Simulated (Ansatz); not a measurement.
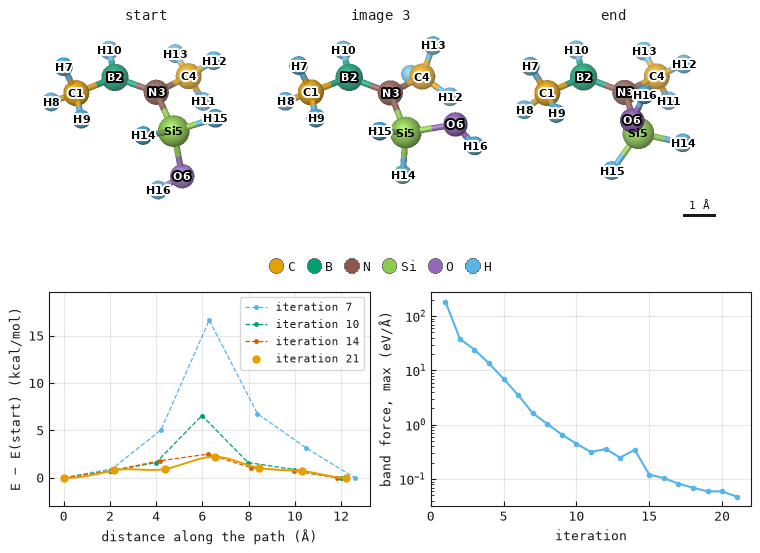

A search for the minimum-energy path of C₂H₁₀BNOSi by the nudged elastic band. Images are numbered from 0 (start) to 6 (end). The plot follows the band through its iterations. Style: ball-and-stick. Shown at a tilt.

Level of theory: RKS PBE0-D4/def2-SVP (Ansatz). Settings: 5 movable images; climbing image; force threshold 0.05 eV/Å; iteration limit 39; starting path through a guess of the saddle point.

### Did the band converge, and can the barrier be trusted?

The run is converged, with reservations. The band converged in 21 iterations. The largest component of the band force went from 190 to 0.048 eV/Å. The climbing image converged on the top of the path. Its vibrational analysis gives 2 imaginary modes over 30i cm⁻¹, so it isn't confirmed as a transition state. The first iteration put the highest image at 1465.06 kcal/mol. The barrier is about 2.22 kcal/mol in both directions, with image 3 at the top; the ends have nearly the same energy.

Cost: 10 min on 2 threads of Intel(R) Xeon(R) Platinum 8259CL CPU @ 2.50GHz (Skylake/Cascade Lake) (shared host), peak memory 0.44 GiB.
